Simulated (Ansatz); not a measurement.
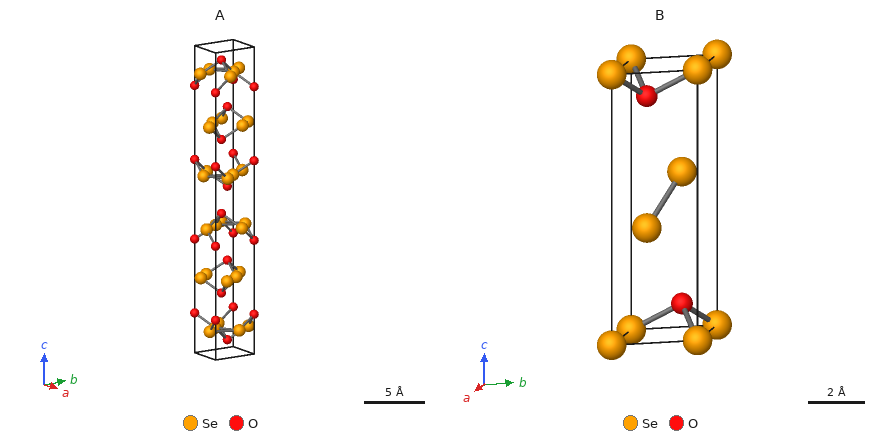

Two structures of Se₃O₂, each relaxed to rest (conventional cells in solid outline, small ones repeated, not to one scale). Method: DFT PBE, scalar-relativistic, plane waves, PAW in Ansatz, without spin polarisation.

### State the structure in each panel.

A: corundum, R-3c. B: 5 atoms a cell on a primitive hexagonal lattice, P-3m1.

### Which has the lower energy, and by how much?

B is lower, by 200 meV/atom at this level of theory (energies at zero smearing). Volumes: A 19.8, B 18.0 Å³/atom.

One or both may be structure types tried for this composition rather than known phases.
